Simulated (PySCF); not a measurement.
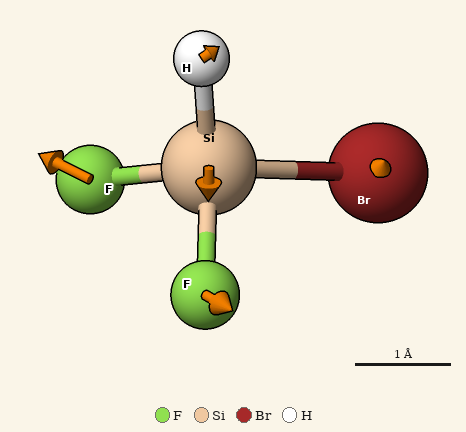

A relaxation of SiHBrF₂. The starting structure is drawn; orange arrows show the displacements, 10 times their true length. The two geometries are superimposed by the best rigid fit.

Style: ball-and-stick. Shown from a free direction.

The start comes from GFN2-xTB. Its atoms were then displaced at random by about 0.01 Å.

Theory: PBE0-D3(BJ)/def2-SVP geometry optimisation, gas phase (PySCF 2.14.0, density-fitted response routines). 

**Describe the change and its energy.**

The atom that moves furthest after the best rigid fit is an F atom (0.071 Å). Largest moves by element: F 0.071 Å, Si 0.042 Å, Br 0.028 Å, H 0.024 Å. Among the contacts that change: H–Si 1.422 → 1.471 Å, F–Si 1.556 → 1.605 Å, Br–Si 2.207 → 2.187 Å, F–Si 1.592 → 1.605 Å. Bond angles that change, for instance: F–Si–F 103.3° → 107.1°, Br–Si–H 114.5° → 111.8°. Over 4 geometry steps the energy falls by 11.0 kJ/mol. Cost: 13 s on 1 thread of Arm Neoverse V1, with other jobs on the host.
